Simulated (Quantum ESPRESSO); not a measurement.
Converging the plane-wave cutoff: ZrOs (P4mm, 2 atoms in the cell)

```
CELL_PARAMETERS angstrom
      3.28632     0.00000     0.00000
      0.00000     3.28632     0.00000
      0.00000     0.00000     3.28632
ATOMIC_POSITIONS crystal
  Zr 0.50000 0.50000 0.51521
  Os 0.00000 0.00000 0.00000
```

Computed with PBEsol, SSSP 1.1.2 precision (PBE) pseudopotentials (plane waves; Quantum ESPRESSO 7.5).

Base settings: ecutwfc = 50 Ry; ecutrho = 400 Ry; occupations = smearing; smearing = gaussian; degauss = 0.0073499 Ry; input_dft = pbesol; potentials = {Zr: Zr_pbe_v1.uspp.F.UPF, Os: Os_pbe_v1.2.uspp.F.UPF}; K_POINTS = automatic 4 4 4 0 0 0; conv_thr = 1e-10 Ry.

Moved along: ecutrho.

The second cell is the first with its lattice scaled by 0.98.

The mesh stays at the base's, so the ladder's end is converged at best in this setting alone.

Only quantities that move along the ladder and can be compared are tabulated.

The count of work is k-points × plane waves × bands × iterations; it is no time. Core times come from one kind of shared machine, to one figure; runs under 30 s give none.

The starting cell comes from a database of computed structures (which also holds hypothetical and non-ambient phases and stackings), without a prior relaxation at this level. Its lattice was rescaled by up to half a per cent. One atom was moved a little off its site on purpose. Spin polarisation is off. In the base run, with a pressure of about -6 GPa the cell is away from its equilibrium volume at this level. Without a gap this mesh is coarse (it stands for a supercell whose shortest vector is 13 Å).

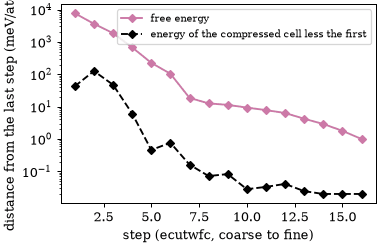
*Distance from the last step along the ladder; very small values are drawn at a floor.*

```csv
ecutwfc,free energy less the last step's (meV/atom),energy of the compressed cell less the first (meV/atom),pressure (GPa),largest difference of a force vector from the last step's (eV/Å),count of work / last,core time / last (rough)
17.5 Ry,7645.69,-40.31,-247.63,0.146,0.047,–
20 Ry,3625.81,-123.30,-142.70,0.032,0.069,–
22 Ry,1856.25,-44.93,-87.56,0.013,0.074,–
25 Ry,675.05,-3.77,-42.48,0.009,0.096,–
28 Ry,224.84,1.85,-20.91,0.000,0.12,–
30 Ry,103.61,1.54,-13.68,0.001,0.12,–
35 Ry,18.58,2.14,-7.04,0.001,0.16,–
40 Ry,12.57,2.38,-6.24,0.000,0.18,–
45 Ry,11.31,2.39,-6.31,0.000,0.23,–
50 Ry,9.35,2.33,-6.31,0.000,0.27,0.3
55 Ry,7.79,2.34,-6.30,0.000,0.31,0.3
60 Ry,6.35,2.35,-6.31,0.000,0.36,–
68 Ry,4.21,2.33,-6.31,0.000,0.43,0.3
75 Ry,2.90,2.31,-6.27,0.000,0.49,0.4
88 Ry,1.78,2.30,-6.25,0.000,0.62,0.5
100 Ry,1.00,2.30,-6.25,0.000,0.75,0.6
120 Ry,0.00,2.31,-6.23,0.000,1.0,1
```

State of the free energy at the end of the ladder: still drifting one way, by 1.8 meV/atom over the last two steps, so the last step is no safe reference.

Coarsest ecutwfc that holds the pressure within 0.2 GPa of the last step, with all finer ones: 40 Ry, at 0.18 of the last step's count of work; the step before is off by 0.81 GPa.

Coarsest ecutwfc that holds the forces within 0.02 eV/Å of the last step, with all finer ones: 22 Ry, at 0.074 of the last step's count of work; the step before is off by 0.032 eV/Å.

The energy difference between the two cells stays within 1 meV/atom of the last step's from 28 Ry on, the total only from 100 Ry on: much of the error is common to both cells and cancels.

At the lowest cutoff the pressure lies 241 GPa under the last step's, the usual sign of Pulay stress in an incomplete plane-wave basis.
